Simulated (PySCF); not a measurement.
SMILES O=C(C)CCCC[CH2] (C₇H₁₃O), doublet, GFN2-xTB optimised geometry. Atoms within 1.6 Å of the plane z = 1.2 Å (x, y, z in Å): C1 (1.59, -1.98, 0.00), C2 (0.84, -0.71, 0.00), C3 (-0.63, -0.88, 0.39), C4 (-1.44, 0.40, 0.27), C5 (-1.05, 1.46, 1.31), C6 (-1.91, 2.70, 1.21), C7 (-1.75, 3.65, 2.38), O8 (-2.66, 2.92, 0.30), H9 (1.07, -2.92, -0.09), H10 (2.66, -1.98, 0.00), H12 (1.34, 0.00, 0.67), H13 (-1.07, -1.64, -0.27), H14 (-0.69, -1.26, 1.41), H16 (-2.50, 0.17, 0.40), H17 (-0.02, 1.77, 1.16), H18 (-1.13, 1.05, 2.32), H19 (-2.17, 4.62, 2.13), H21 (-0.71, 3.75, 2.65).

Method: PySCF with unrestricted PBE0/def2-SVP. Cells within 0.4 Å of a nucleus heavier than hydrogen are left out (blank, or x).

Map of the log10 of the electron density (e/bohr³), floored at −4 on the plane z = 1.2 Å:

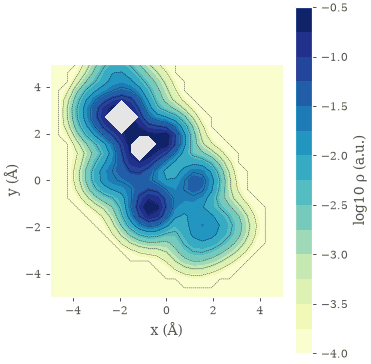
Fig. 1. Log10 of the electron density (e/bohr³), floored at −4 on the plane z = 1.2 Å.
